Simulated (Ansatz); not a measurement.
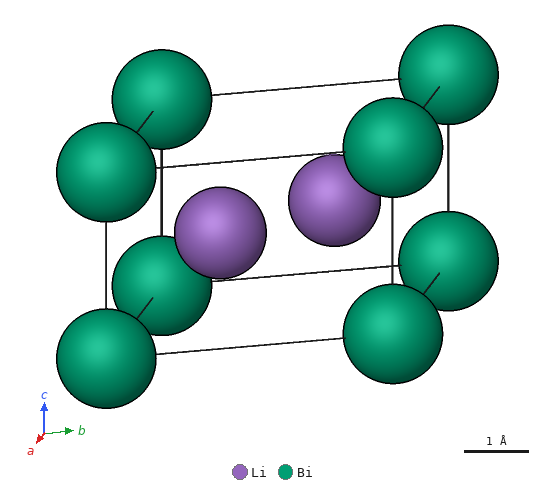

Spheres-only representation of a periodic structure, projected slightly off an axis. The lines enclose the simulation cell; boundary atoms appear with their images.

```
CELL_PARAMETERS angstrom
4.78927 0.00000 0.00000
-2.39464 4.14764 0.00000
0.00000 0.00000 3.02751
ATOMIC_POSITIONS crystal
Li 0.33330 0.66670 0.50000
Li 0.66660 0.33330 0.50000
Bi 0.00000 0.00000 0.00000
```

Theory: DFT, PAW plane waves, PBE in Ansatz. Numerical settings: a basis cut at 420 eV, a 6×6×8 sampling of the Brillouin zone, Fermi-Dirac smearing of 0.023 eV, no spin polarisation.

What charge does Bader's analysis assign to each element?

Li +0.84 e; Bi -1.68 e.

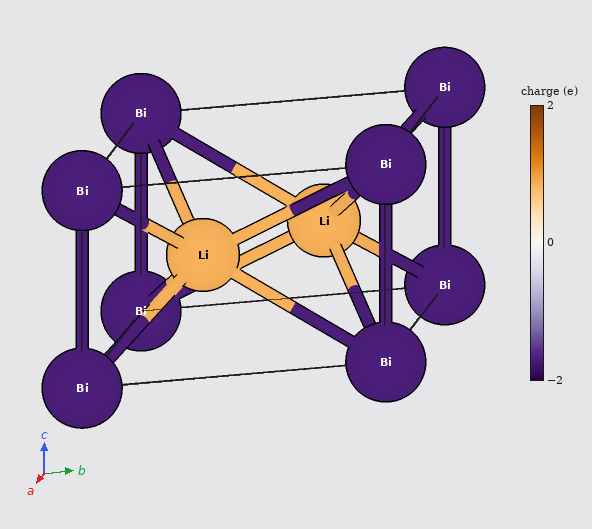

The atoms coloured by those charges.

The picture shows a generated cell, made by putting these elements into a known structure type (the compound may or may not exist in this form); the geometry isn't optimised. A calculation with Ansatz used it as input.

At this level of theory the cell isn't at rest (compressed, at 4 GPa), so its distances can differ from those at equilibrium, the more so the softer the solid.
